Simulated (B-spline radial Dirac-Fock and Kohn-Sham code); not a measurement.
Manganese in charge state +3 (Mn³⁺), configuration [Ar] 3d4. The calculation used independent-particle Coulomb rates on relativistic LDA orbitals, configuration-average energies from Dirac–Fock (a B-spline radial code). Widths ruled by Coster–Kronig decay come out up to twice the measured ones in this model.

Before looking at the plot, say what to expect. Its caption: Auger and Coster–Kronig groups that fill an L1 (2s) hole, as sticks. Kinetic energies count from the vacuum level; very weak lines are left out.

The strongest group is L1-L3M3 at 4.605 eV (27 % of the non-radiative width), followed by L1-L3M5 at 58.17 eV (22 %), L1-L3M4 at 57.80 eV (16 %), L1-L3M2 at 2.592 eV (11 %). The lines shown span 2.592 eV to 617.1 eV.

The result:

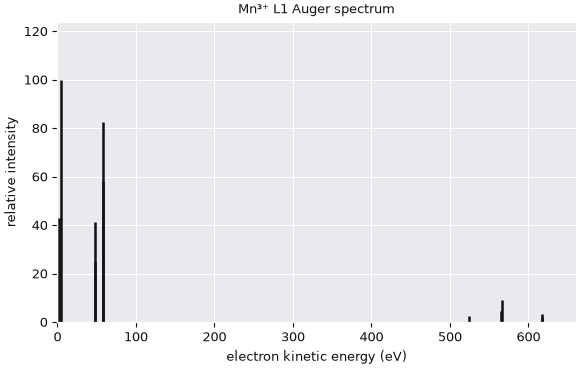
